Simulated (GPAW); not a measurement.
Consider zinc-blende (GaP)1-x(InP)x, x = 0.125.

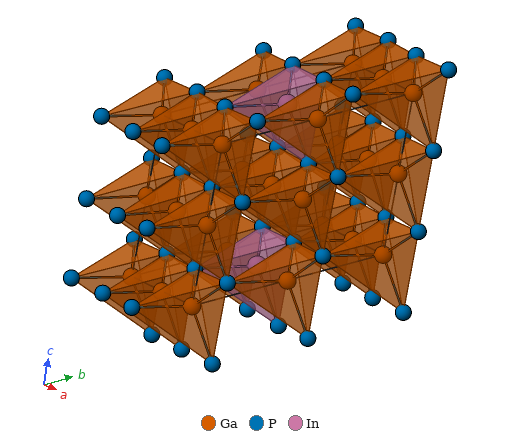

The structure (gallium orange, phosphorus blue, indium pink). Some periodic images of atoms are drawn too.

```xyz
16
Lattice="0.0000 5.5033 5.5033 5.5033 0.0000 5.5033 5.5033 5.5033 0.0000" Properties=species:S:1:pos:R:3 pbc="T T T"
Ga   10.9929    5.4992    5.5000
P     1.3684    1.3683    1.3698
Ga    8.2495    8.2419   10.9966
P     4.1225    4.1133    1.3684
Ga    8.2366   10.9867    8.2459
P     4.1680    1.3074    4.0596
Ga    5.4984    8.2458    8.2517
P     6.8653    4.1192    4.1296
Ga   10.9953    8.2468    8.2442
P     1.3070    4.1678    4.0727
Ga    8.2412    5.4811    8.2442
P     4.1128    6.8665    4.1076
In    8.2475    8.2397    5.4897
P     4.1676    4.1706    6.9178
Ga    5.4877    5.5057    5.4941
P     6.8193    6.8181    6.9253
```

Absorber: atom 2, with 4 Ga at 2.38 Å (tetrahedral). Method: GPAW, PBE, excited-electron core hole (neutral cell), 16-atom cell with 7.8 Å between holes, 4×4×4 k points, dipole transitions, Gaussian full width 0.9 eV up to 4 eV, rising linearly to 3.5 eV at 25 eV.

Q: What does the P K edge look like?

Main maxima up to 24 eV above the zero (height): 1.4 eV (1.65), 3.8 eV (2.32), 6.8 eV (1.53) and 13.6 eV (0.98). A K edge sees empty p states on the absorber. The total-energy difference is 2155.91 eV. One term is added: -15.96 eV, since the hole is spin-paired here and a spin-polarised one costs that much less in the free atom (computed apart). The photon energy is then 2139.95 eV. The functional leaves an error of a few eV in such absolute values.

The P K spectrum (energy from the bottom of the conduction band, which holds the excited electron; intensity scaled to a mean of 1 over the first 20 eV):

| E (eV) | intensity |
| --- | --- |
| -2.0 | 0.00 |
| -0.5 | 0.00 |
| 1.0 | 1.24 |
| 2.5 | 1.22 |
| 4.0 | 2.20 |
| 5.5 | 0.86 |
| 7.0 | 1.49 |
| 8.5 | 0.98 |
| 10.0 | 0.77 |
| 11.5 | 0.78 |
| 13.0 | 0.95 |
| 14.5 | 0.90 |
| 16.0 | 0.79 |
| 17.5 | 0.79 |
| 19.0 | 0.73 |
| 20.5 | 0.73 |
| 22.0 | 0.69 |
| 23.5 | 0.78 |
| 25.0 | 0.91 |

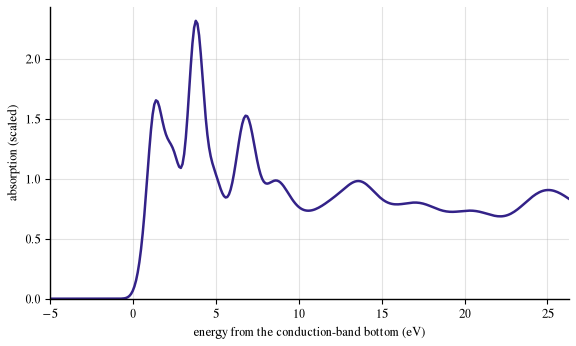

The P K edge.

The mesh is coarse (0.25 Å⁻¹ between points), so small maxima may be mesh ripples.

[Banner, clock and machine lines of the logs are left out without a mark of their own.]

[Logs are printed without paths, hosts, clocks, repeated set-up lines and the standing remarks that a program may print on its own settings, such as how far it seeks lower states.]

[Hosts, paths, dates, database ids (printed as entryN), source tags and the programs' standing remarks are cut or masked in the printed files.]

[Lists of maxima count a maximum above −3 eV only where it reaches 4 % of the highest in the window and stands out from its surroundings by 2 % of it (1.5 % where it reaches 55 %); shoulders and weaker maxima are passed over, and of the rest the first, up to two pre-edge ones and the few strongest are named.]
